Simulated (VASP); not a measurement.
Band structure of SnI4 (space group P-43m). These are LDA (Ceperley-Alder, Perdew-Zunger) with spin-orbit coupling, VASP's LDA PAW potentials (set 64) (plane waves; VASP) values and carry that method's errors.

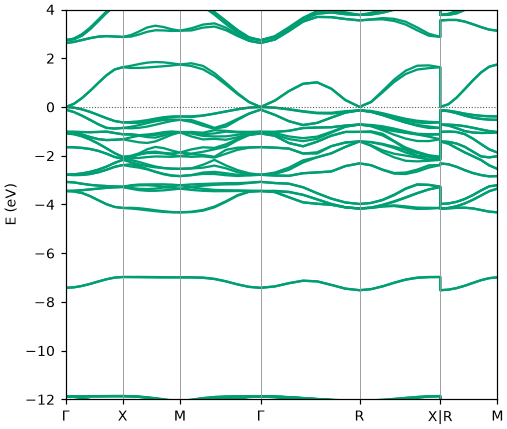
Bands along high-symmetry lines, zero at the valence-band maximum or, without a gap, the Fermi level

Q: Read the plot: is there a gap, and where are the band edges?

A: It has no gap at this level: it comes out as a metal or semimetal.

The structure comes from a computed database's SnI4 entry (P-43m); how it stands against other phases isn't given here. It was relaxed first, which changed the volume by -22 %.
